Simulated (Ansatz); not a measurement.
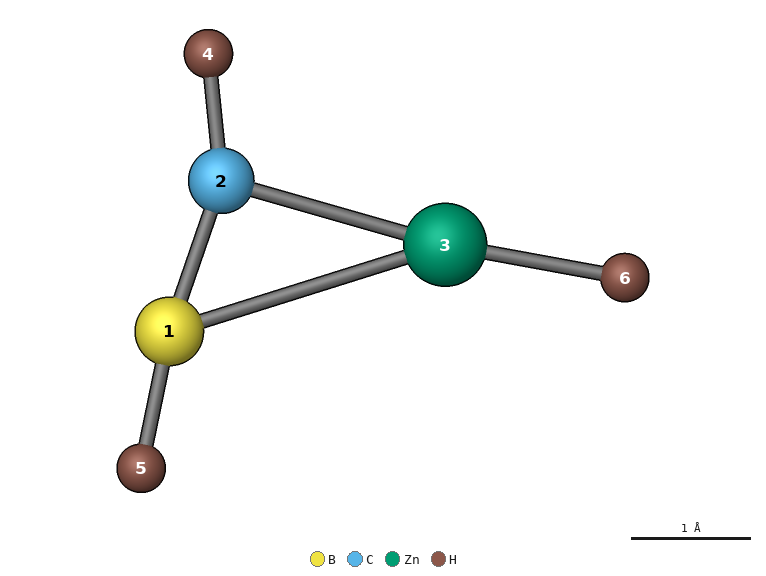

The atoms are numbered. Computed geometry: PBE0-D4/def2-TZVP optimisation. No frequency run is at hand to confirm it as a minimum.

### What is the geometry at Zn3?

Zn3 has 3 neighbours (B1 at 2.44, C2 at 1.96, H6 at 1.54 Å); the arrangement is T-shaped.
